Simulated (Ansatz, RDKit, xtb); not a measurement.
# Isomers of C6H5FS, a sample narrowed down, part 2 of 2

A sample of isomers of C6H5FS is drawn. Aim: find which of them has the lowest free energy at 298.15 K, then its properties. The sample is small against all isomers, and the most stable one of this formula need not be in it.

xtb, Ansatz and PySCF; isolated molecules.

### Step 7. Harmonic analysis of the finalists

The lowest few go on as finalists. In this search the thermal terms come from GFN2-xTB at its own nearest minimum. The first, c907a:

start.xyz

```xyz
13
c907a
C      0.916194    -1.003983     1.171245
C      0.975892    -2.383677     1.007021
C      1.016451    -2.920224    -0.282496
C      0.996452    -2.064153    -1.388086
C      0.936367    -0.680794    -1.208179
C      0.894958    -0.122799     0.080257
F      0.877573    -0.499790     2.420050
S      0.818841     1.640717     0.272675
H      0.989568    -3.015980     1.897223
H      1.063408    -4.002726    -0.419450
H      1.027758    -2.473310    -2.400521
H      0.920949    -0.016437    -2.075896
H      0.799686     1.635912     1.622973
```

The run is started by

```console
$ xtb start.xyz --gfn 2 --ohess tight
```

The program printed, shortened:

```text
* xtb version 6.7.1
[...]
          :  # basis functions                  43          :
[...]
          :  # electrons                        42          :
[...]
          :  Hamiltonian                  GFN2-xTB          :
[...]
          :  net charge                          0          :
          :  unpaired electrons                  0          :
[...]
   *** convergence criteria satisfied after 11 iterations ***
[...]
   *** GEOMETRY OPTIMIZATION CONVERGED AFTER 5 ITERATIONS ***
[...]
   *** convergence criteria satisfied after 3 iterations ***
[...]
         ::                     SUMMARY                     ::
         :::::::::::::::::::::::::::::::::::::::::::::::::::::
         :: total energy             -23.358122738100 Eh    ::
         :: gradient norm              0.000426857447 Eh/a0 ::
         :: HOMO-LUMO gap              3.592625532795 eV    ::
         ::.................................................::
         :: SCC energy               -23.668037257329 Eh    ::
         :: -> isotropic ES            0.014513430496 Eh    ::
         :: -> anisotropic ES          0.000938607276 Eh    ::
         :: -> anisotropic XC          0.006858844634 Eh    ::
         :: -> dispersion             -0.011032429896 Eh    ::
         :: repulsion energy           0.309914519229 Eh    ::
         :: add. restraining           0.000000000000 Eh    ::
         :: total charge               0.000000000000 e     ::
         :::::::::::::::::::::::::::::::::::::::::::::::::::::
[...]
        21        2.0000           -0.3804095             -10.3515 (HOMO)
        22                         -0.2483830              -6.7588 (LUMO)
[...]
molecular dipole:
                 x           y           z       tot (Debye)
 q only:        0.028      -0.528      -0.403
   full:        0.034      -0.726      -0.297       1.995
molecular quadrupole (traceless):
[...]
          | TOTAL ENERGY              -23.358122738103 Eh   |
          | TOTAL ENTHALPY            -23.261887859800 Eh   |
          | TOTAL FREE ENERGY         -23.301613778424 Eh   |
          | GRADIENT NORM               0.000426728785 Eh/α |
[...]
```

Wall time 0.26 s (2 threads of Arm Neoverse V2, shared host).

### Step 8. Zero-point energy and free-energy terms

As xtb prints them, at 298.15 K, with its own treatment of low modes:

```csv
label,SMILES,spin,lowest mode (cm⁻¹),zero-point (kcal/mol),G − E (kcal/mol)
c907a,Fc1ccccc1S,singlet,142,55.3,35.5
c543a,Fc1cccc(S)c1,singlet,168,55.2,35.3
c727a,Fc1ccc(S)cc1,singlet,115,55.2,35.3
```

### Step 9. Last filter: a higher level

Each finalist gets a single point at CCSD(T)/def2-SVP + MP2/def2-TZVPP - MP2/def2-SVP.

c907a, CCSD(T)/def2-SVP:

input.yaml

```yaml
basis:
  gaussian:
    orbitals: def2-SVP
crystal:
  periodic: [false, false, false]
  atoms:
    - {symbol: C, position_ang: [0.916194, -1.003983, 1.171245]}
    - {symbol: C, position_ang: [0.975892, -2.383677, 1.007021]}
    - {symbol: C, position_ang: [1.016451, -2.920224, -0.282496]}
    - {symbol: C, position_ang: [0.996452, -2.064153, -1.388086]}
    - {symbol: C, position_ang: [0.936367, -0.680794, -1.208179]}
    - {symbol: C, position_ang: [0.894958, -0.122799, 0.080257]}
    - {symbol: F, position_ang: [0.877573, -0.499790, 2.420050]}
    - {symbol: S, position_ang: [0.818841, 1.640717, 0.272675]}
    - {symbol: H, position_ang: [0.989568, -3.015980, 1.897223]}
    - {symbol: H, position_ang: [1.063408, -4.002726, -0.419450]}
    - {symbol: H, position_ang: [1.027758, -2.473310, -2.400521]}
    - {symbol: H, position_ang: [0.920949, -0.016437, -2.075896]}
    - {symbol: H, position_ang: [0.799686, 1.635912, 1.622973]}
total_charge: 0
correlation:
  method: ccsd_t
  frozen_orbitals: {H: 0, S: 5, F: 1, C: 1}
```

The run is started by

```console
$ ansatz run input.yaml --threads 2 --pin off --max-ram 5220MiB --events-out events.jsonl --progress --plain --runs-dir runs
```

The program printed, shortened:

```text
Warning: RAYON_NUM_THREADS=2 ignored (pool sized by the plan → 2); use --threads N
Functional definition: HF
  name "HF"
[...]
1421 factors; integrals over basis functions are off by at most 1.5e-3 eV
[...]
mean field -19774.59880483 eV, -726.7031023729 hartree, gradient 6.3e-6 eV, S^2 0.000000; 0 other end points of the search recorded, 0 dependent functions left out; unrestricted orbitals would lower it
12 core orbitals not correlated: weight in the atoms' cores, before any rotation towards them, 1.000 or more for the frozen orbitals, at most 0.000 for the correlated occupied ones
reference -19774.59880483 eV, -726.7031023729 hartree; 21, 21 occupied and 108, 108 virtual orbitals, 1421 factors
second order -29.65309692 eV of doubles, -0.00000000 eV of singles
cycle   1  -29.88631479 eV  change   -2.3e-1 eV  update   1.3e-1
[...]
cycle   9  -30.90341490 eV  change   -3.7e-6 eV  update   4.0e-5
perturbative correction -1.23972751 eV, -0.0455591456 hartree
Total energy: -19806.74194724 eV, -727.8843410691 hartree
```

It took 61 s on 2 threads of Arm Neoverse V2, shared host; peak memory 1.2 GiB.

### Step 10. c907a at MP2/def2-TZVPP

input.yaml

```yaml
crystal:
  periodic: [false, false, false]
  atoms:
    - symbol: C
      position_ang: [0.916194, -1.003983, 1.171245]
    - symbol: C
      position_ang: [0.975892, -2.383677, 1.007021]
    - symbol: C
      position_ang: [1.016451, -2.920224, -0.282496]
    - symbol: C
      position_ang: [0.996452, -2.064153, -1.388086]
    - symbol: C
      position_ang: [0.936367, -0.680794, -1.208179]
    - symbol: C
      position_ang: [0.894958, -0.122799, 0.080257]
    - symbol: F
      position_ang: [0.877573, -0.499790, 2.420050]
    - symbol: S
      position_ang: [0.818841, 1.640717, 0.272675]
    - symbol: H
      position_ang: [0.989568, -3.015980, 1.897223]
    - symbol: H
      position_ang: [1.063408, -4.002726, -0.419450]
    - symbol: H
      position_ang: [1.027758, -2.473310, -2.400521]
    - symbol: H
      position_ang: [0.920949, -0.016437, -2.075896]
    - symbol: H
      position_ang: [0.799686, 1.635912, 1.622973]
basis:
  gaussian: {orbitals: def2-TZVPP}
correlation: {method: mp2, frozen_orbitals: {H: 0, S: 5, F: 1, C: 1}}
```

The run is started by

```console
$ ansatz run input.yaml --threads 2 --pin off --max-ram 5220MiB --events-out events.jsonl --progress --plain --runs-dir runs
```

The program printed:

```text
Warning: RAYON_NUM_THREADS=2 ignored (pool sized by the plan → 2); use --threads N
[... 2 set-up lines as earlier in the session ...]
  exchange = exact_x
  correlation = 0
2006 factors; integrals over basis functions are off by at most 1.4e-3 eV
mean field evaluation 1: about -19783.4085 eV, gradient 4.0e1 eV
mean field evaluation 2: about -19783.8805 eV, gradient 4.0e1 eV
mean field evaluation 4: about -19788.4644 eV, gradient 5.7e0 eV
mean field evaluation 8: about -19788.5815 eV, gradient 3.9e-1 eV
mean field evaluation 16: about -19788.5828 eV, gradient 1.3e-6 eV
mean field -19788.58284140 eV, -727.2170062381 hartree, gradient 1.3e-6 eV, S^2 0.000000; 0 other end points of the search recorded, 0 dependent functions left out; unrestricted orbitals would lower it
12 core orbitals not correlated: weight in the atoms' cores, before any rotation towards them, 1.000 or more for the frozen orbitals, at most 0.000 for the correlated occupied ones
reference -19788.58284140 eV, -727.2170062381 hartree; 21, 21 occupied and 296, 296 virtual orbitals, 2006 factors
second order -37.08976981 eV of doubles, -0.00000000 eV of singles
Total energy: -19825.67261121 eV, -728.5800301383 hartree
```

Wall time 22 s (2 threads of Arm Neoverse V2, shared host); peak memory 1.2 GiB.

### Step 11. c543a at CCSD(T)/def2-SVP

input.yaml

```yaml
crystal:
  periodic: [false, false, false]
  atoms:
    - {symbol: C, position_ang: [0.616838, -0.749992, 1.567056]}
    - {symbol: C, position_ang: [0.306158, -2.098158, 1.400021]}
    - {symbol: C, position_ang: [0.525841, -2.670557, 0.144898]}
    - {symbol: C, position_ang: [1.041305, -1.916595, -0.912381]}
    - {symbol: C, position_ang: [1.347525, -0.558559, -0.721569]}
    - {symbol: C, position_ang: [1.131415, 0.029390, 0.535480]}
    - {symbol: F, position_ang: [0.414837, -0.177660, 2.762536]}
    - {symbol: S, position_ang: [2.006602, 0.479939, -2.006626]}
    - {symbol: H, position_ang: [-0.095396, -2.669173, 2.238498]}
    - {symbol: H, position_ang: [0.291054, -3.725957, -0.014595]}
    - {symbol: H, position_ang: [1.204450, -2.386662, -1.884654]}
    - {symbol: H, position_ang: [2.040197, -0.464636, -2.972435]}
    - {symbol: H, position_ang: [1.355883, 1.080829, 0.725689]}
basis:
  gaussian:
    orbitals: def2-SVP
correlation:
  method: ccsd_t
  frozen_orbitals: {H: 0, S: 5, F: 1, C: 1}
```

The run is started by

```console
$ ansatz run input.yaml --threads 2 --pin off --max-ram 5220MiB --events-out events.jsonl --progress --plain --runs-dir runs
```

The program printed, shortened:

```text
Warning: RAYON_NUM_THREADS=2 ignored (pool sized by the plan → 2); use --threads N
[... 2 set-up lines as earlier in the session ...]
[...]
1421 factors; integrals over basis functions are off by at most 1.4e-3 eV
[...]
mean field -19774.61452192 eV, -726.7036799654 hartree, gradient 1.7e-6 eV, S^2 0.000000; 0 other end points of the search recorded, 0 dependent functions left out; unrestricted orbitals would lower it
12 core orbitals not correlated: weight in the atoms' cores, before any rotation towards them, 1.000 or more for the frozen orbitals, at most 0.000 for the correlated occupied ones
reference -19774.61452192 eV, -726.7036799654 hartree; 21, 21 occupied and 108, 108 virtual orbitals, 1421 factors
second order -29.61971329 eV of doubles, -0.00000000 eV of singles
cycle   1  -29.86719643 eV  change   -2.5e-1 eV  update   1.3e-1
[...]
cycle   9  -30.87733453 eV  change   -1.2e-5 eV  update   3.2e-5
perturbative correction -1.23542698 eV, -0.0454011042 hartree
Total energy: -19806.72728344 eV, -727.8838021844 hartree
```

Wall time 61 s (2 threads of Arm Neoverse V2, shared host); peak memory 1.2 GiB.

For c907a, c543a, c727a the log finds that unrestricted Hartree-Fock orbitals lie lower, a sign to watch the closed-shell reference there.

### Step 12. Free energies and the winner

Energies in kcal/mol from c543a; G adds the thermal terms to the CCSD(T)/def2-SVP + MP2/def2-TZVPP - MP2/def2-SVP energy. The columns left of the relaxed level are at the tight-binding geometries.

```csv
label,SMILES,spin,GFN2-xTB,HF/STO-3G,r2SCAN-D4/def2-SVP,B3LYP/def2-SVP,HF/def2-SVP,MP2/def2-SVP,CCSD(T)/def2-SVP + MP2/def2-TZVPP - MP2/def2-SVP,G,share at equilibrium,T1
c543a,Fc1cccc(S)c1,singlet,0.0,0.0,0.0,0.0,0.0,0.0,0.0,0.0,44.7 %,0.012
c907a,Fc1ccccc1S,singlet,1.0,-0.1,-0.5,-0.3,0.4,-0.4,-0.1,0.1,39.5 %,0.012
c727a,Fc1ccc(S)cc1,singlet,0.2,0.7,1.0,0.7,0.9,0.6,0.7,0.6,15.8 %,0.011
```

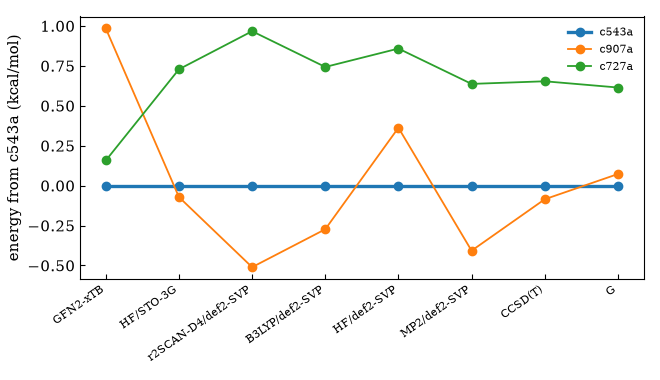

The finalists at each level, measured from c543a.

Lowest found: c543a, `Fc1cccc(S)c1`, a singlet. Bond lengths: C1–C2 1.394 Å, C2–C3 1.397 Å, C3–C4 1.397 Å, C4–C5 1.405 Å, C1–C6 1.392 Å, C5–C6 1.404 Å, C1–F7 1.341 Å, C5–S8 1.779 Å, C2–H9 1.091 Å, C3–H10 1.093 Å, C4–H11 1.092 Å, S8–H12 1.351 Å, C6–H13 1.092 Å. Some angles: C1–C2–C3 118.0°, C2–C1–C6 122.4°, C2–C1–F7 119.1°, C6–C1–F7 118.5°, C2–C3–C4 121.1°, C3–C4–C5 119.9°, C4–C5–C6 119.5°, C4–C5–S8 123.2°, C6–C5–S8 117.3°, C1–C6–C5 119.1°.

```xyz
13

C     0.6168   -0.7500    1.5671
C     0.3062   -2.0982    1.4000
C     0.5258   -2.6706    0.1449
C     1.0413   -1.9166   -0.9124
C     1.3475   -0.5586   -0.7216
C     1.1314    0.0294    0.5355
F     0.4148   -0.1777    2.7625
S     2.0066    0.4799   -2.0066
H    -0.0954   -2.6692    2.2385
H     0.2911   -3.7260   -0.0146
H     1.2045   -2.3867   -1.8847
H     2.0402   -0.4646   -2.9724
H     1.3559    1.0808    0.7257
```

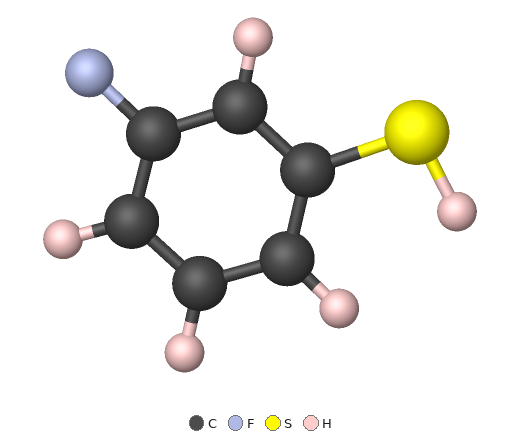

The lowest structure found, seen from a chosen angle (carbon dark grey, fluorine light blue, sulfur yellow, hydrogen pink).

### Step 13. What came out

The summary covers parts 1 to 2.

| quantity | value |
| --- | --- |
| lowest structure found | Fc1cccc(S)c1, singlet |
| next finalist | Fc1ccccc1S, singlet, 0.1 kcal/mol higher in G |
| share at equilibrium, among the finalists | 44.7 % |
| funnel | 3 starts, 3 minima at GFN2-xTB from these starts (6 with those found later), 6 screening runs, 3 relaxed, 3 ranked |
| CPU time of all runs | 12 min |

What this shows: `Fc1cccc(S)c1` comes out lowest. Its margin of 0.1 kcal/mol is inside the likely error of CCSD(T)/def2-SVP + MP2/def2-TZVPP - MP2/def2-SVP with harmonic terms (about 1.5 kcal/mol), so the order of the first two is not settled. The thermal terms turn the order: in electronic energy alone `Fc1ccccc1S` is lowest. They come from GFN2-xTB, so the order rests on a rough term. GFN2-xTB and HF/def2-SVP already put its bonding pattern lowest among the structures in one piece; HF/STO-3G, r2SCAN-D4/def2-SVP, B3LYP/def2-SVP and MP2/def2-SVP favour the singlet Fc1ccccc1S. The largest share of the time went into the final energies (69 % of the CPU time that the search's summary counts). The search is not exhaustive (a finite list of starts, one conformer a finalist), so a lower isomer can't be ruled out. Only 3 drawn patterns were tried, so whole families of isomers are missing, and the result ranks this sample alone. The lowest isomer need not be the one that is made and kept in a bottle, which depends on barriers.
